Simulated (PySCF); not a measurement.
## Run report: C6H6O2 (charge +1), EPR calculation

C6H6O2, charge +1, multiplicity 2, SMILES OC1=CC=C[CH][C+]1O, computed with UKS B3LYP, pcH-1 on C H O, non-relativistic, mean-field spin-orbit, GIAO (PySCF 2.14.0).

It belongs to a series of runs on one base structure; here: electron removed.

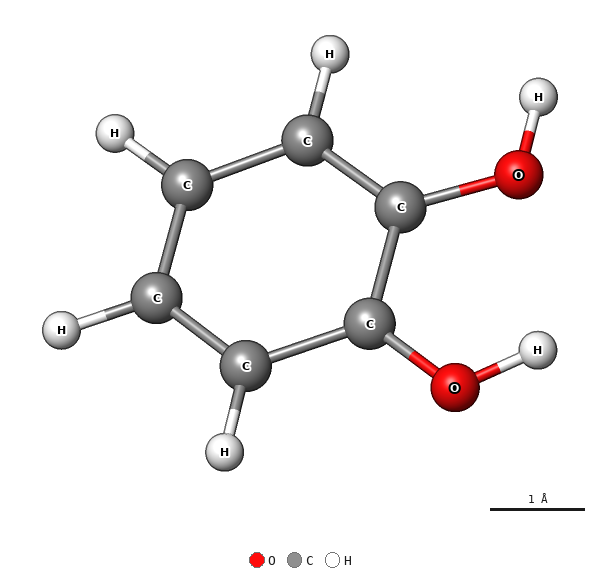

Figure 1. The input geometry (ball-and-stick view, seen at a tilt).

### Key numbers

| quantity | value |
| --- | --- |
| outcome | converged |
| total energy | −382.428918 hartree |
| ⟨S²⟩ | 0.760 |
| isotropic g | 2.0034 |
| hardware | 1 CPU thread, shared host |
| wall time | 52 s |
| peak memory | 0.96 GiB |

### Input
```
{"job": {"kind": "epr", "basis": "pcH-1"}, "charge": 1, "multiplicity": 2}
O      2.281695     0.152713     0.310318
C      0.969660     0.202041     0.165347
C      0.174925     1.330465     0.352445
C     -1.188165     1.245180     0.166974
C     -1.798036     0.022787    -0.210957
C     -1.046931    -1.106381    -0.402913
C      0.348657    -1.059830    -0.225151
O      1.072256    -2.124723    -0.406110
H      2.686462     0.996498     0.570940
H      0.632904     2.265381     0.641650
H     -1.804758     2.119841     0.310592
H     -2.868118    -0.010149    -0.347213
H     -1.488803    -2.047774    -0.690294
H      2.027574    -1.986522    -0.257795
```

The first line tells a small driver script what to run in PySCF; the rest is the geometry in Å.

Run as:
```bash
OMP_NUM_THREADS=1 python <driver script> task.json out
```

### What the program printed
```
UKS, coarse grid
  cycle   1  E = -382.30686234  |g| = 5.76e-01
  cycle   2  E = -382.07023379  |g| = 9.94e-01
  cycle   3  E = -382.42391527  |g| = 1.03e-01
  cycle   4  E = -382.42742917  |g| = 5.88e-02
  cycle   5  E = -382.42874451  |g| = 1.97e-02
  cycle   6  E = -382.42891730  |g| = 7.01e-03
  cycle   7  E = -382.42894507  |g| = 2.87e-03
  cycle   8  E = -382.42895130  |g| = 1.44e-03
  cycle   9  E = -382.42895281  |g| = 9.79e-04
UKS, final grid
  cycle   1  E = -382.42891688  |g| = 1.64e-03
  cycle   2  E = -382.42891351  |g| = 3.32e-03
  cycle   3  E = -382.42891823  |g| = 2.51e-04
  cycle   4  E = -382.42891828  |g| = 1.22e-04
  cycle   5  E = -382.42891833  |g| = 1.27e-04
  cycle   6  E = -382.42891835  |g| = 1.94e-05
  cycle   7  E = -382.42891835  |g| = 1.23e-05
E = -382.42891835 Eh   <S^2> = 0.7604 (exact 0.7500)
g shifts (ppm)      1          2          3
  rmc          -212       -212       -212
  gc             -4         50         41
  oz_so         -25       1412       2422
  total        -241       1249       2250
hyperfine (MHz)  atom isotope    a_iso     a_fc   dipolar eigenvalues
    0   17O     -13.75     -13.75    -47.47     23.00     24.47
    1   13C      12.38      12.38    -24.37    -22.55     46.92
    2   13C     -20.77     -20.77    -13.81      6.34      7.47
    3   13C      17.91      17.91    -21.89    -20.65     42.53
    4   13C       3.22       3.22    -11.18    -10.53     21.71
    5   13C     -12.29     -12.29     -2.72      0.84      1.87
    6   13C       7.81       7.81    -23.81    -21.89     45.70
    7   17O     -18.68     -18.68    -63.03     31.10     31.93
    8    1H     -10.90     -10.90    -10.87     -5.39     16.26
    9    1H       4.16       4.16     -3.09     -0.14      3.23
   10    1H     -18.08     -18.08    -10.87     -1.94     12.80
   11    1H      -9.56      -9.56     -6.44     -2.23      8.67
   12    1H      -0.55      -0.55     -2.99     -1.47      4.46
   13    1H     -13.73     -13.73    -10.29     -7.55     17.84
```

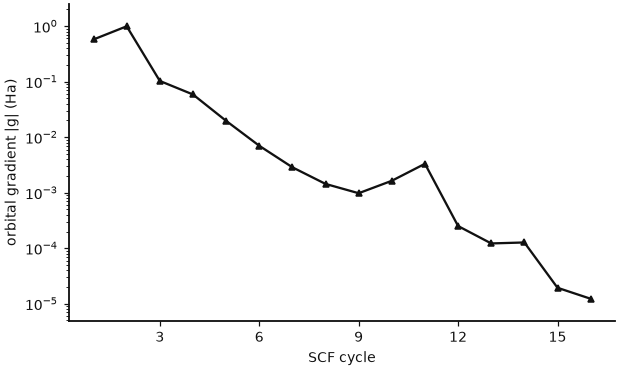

Figure 2. Convergence of the self-consistent field: orbital gradient |g| against the SCF cycle. All cycles printed in the log are drawn one after another.

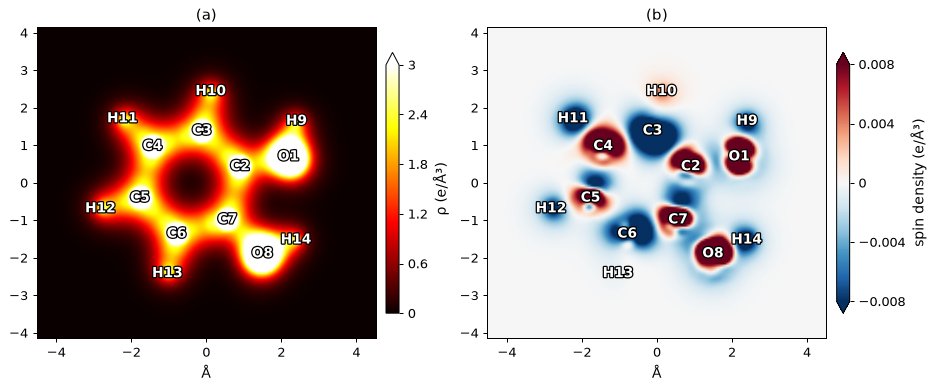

Figure 3. (a) electron density; (b) spin density (α minus β) on the molecular plane. The section cuts through O, C and H sites. C–O (1.30 Å): ρ at the midpoint is about 2.7 e/Å³. O–H (0.97 Å): ρ at the midpoint is about 3.8 e/Å³, with its minimum of 2.4 e/Å³ about 0.8 Å from O. C–C (1.42 Å): ρ at the midpoint is about 2 e/Å³. C–C (1.46 Å): ρ at the midpoint is about 1.9 e/Å³. The unpaired spin (1 electron) lies mostly on C7 (about 0.2), C2 (about 0.2), C4 (about 0.2), O8 (about 0.2) and O1 (about 0.1), in electrons by Hirshfeld's partition.

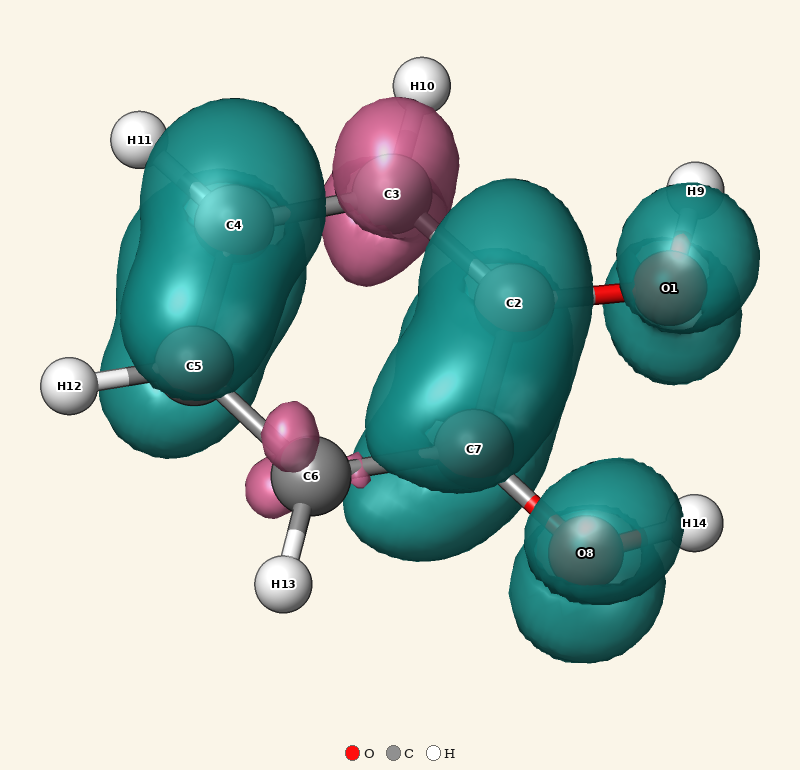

Figure 4. Isosurfaces of the spin density (α minus β) at +0.015 (teal) and −0.015 e/Å³ (pink), seen at a tilt. The unpaired spin (1 electron) lies mostly on C7 (about 0.2), C2 (about 0.2), C4 (about 0.2), O8 (about 0.2) and O1 (about 0.1), in electrons by Hirshfeld's partition.
